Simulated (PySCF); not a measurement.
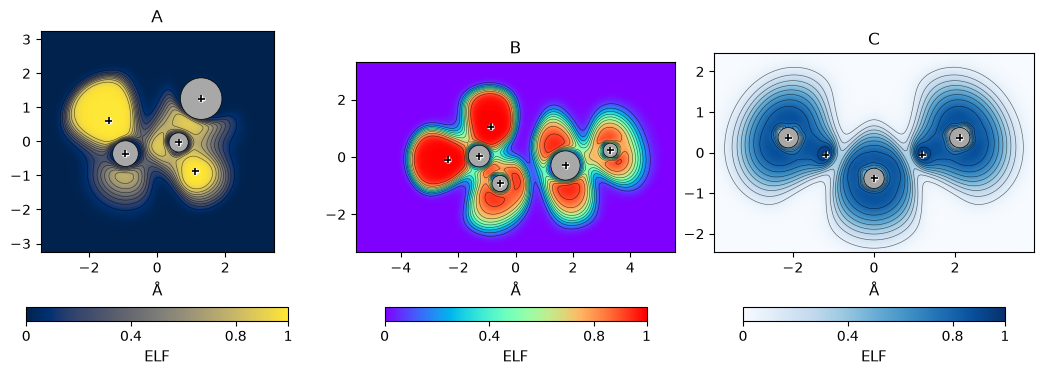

The ELF of 3 systems, each on a plane through atoms (crosses mark nuclei in the plane; grey discs cover the cores).

The calculation used wB97M-D3(BJ)/def2-TZVPD, SCF density, gas phase in PySCF 2.14.0.

System 1: F···HF···HF (SMILES [F-].F.F) (charge −1), the molecular plane. Geometry: PBE0-D3(BJ)/def2-TZVPD.

```json
{"atom": "F", "x (Å)": "-0.4064", "y (Å)": "0.3019", "z (Å)": "0.8473"}
{"atom": "F", "x (Å)": "-2.2477", "y (Å)": "-1.0354", "z (Å)": "1.3938"}
{"atom": "H", "x (Å)": "-1.4584", "y (Å)": "-0.4413", "z (Å)": "1.1664"}
{"atom": "F", "x (Å)": "0.0210", "y (Å)": "2.5377", "z (Å)": "1.4002"}
{"atom": "H", "x (Å)": "-0.1798", "y (Å)": "1.5720", "z (Å)": "1.1706"}
```

System 2: ClF···CH2O (SMILES FCl.C=O), the molecular plane. Geometry: PBE0-D3(BJ)/def2-TZVPD.

```xyz
6

Cl    0.5230    0.3622    0.2721
F    -0.3687   -0.8958   -0.3178
C     2.0171    1.9078    2.4042
O     1.8081    2.0989    1.2364
H     2.6056    2.6282    2.9968
H     1.6304    1.0131    2.9210
```

System 3: CH4BeO (charge +2), the plane of atoms Be1, O3 and C2. Geometry: PBE0-D3(BJ)/def2-TZVPD.

```tsv
atom	x (Å)	y (Å)	z (Å)
Be	-0.5203	-0.3710	1.2648
C	-2.2800	-1.9040	-0.1876
O	-1.7589	-1.0971	1.0876
H	-3.2171	-1.4110	-0.4377
H	-2.3709	-2.9260	0.1741
H	-1.5039	-1.7701	-0.9390
H	-2.4421	-1.1631	1.7894
```

Match each panel to its system.

Answer. Panel A is system 3, CH4BeO: the plane holds Be, C, O and H. Be–O (1.45 Å): the ELF peaks at about 0.90 in the valence shell of O, 0.6 Å from its nucleus, and is about 0.85 at the midpoint. Panel B is system 2, ClF···CH2O: the plane holds Cl, F, C, O and H. Cl1···O4 (2.37 Å): the ELF dips to about 0.10 between them. Panel C is system 1, F···HF···HF: the plane holds F and H. F1···H3 (1.33 Å): the ELF dips to about 0.35 between them.
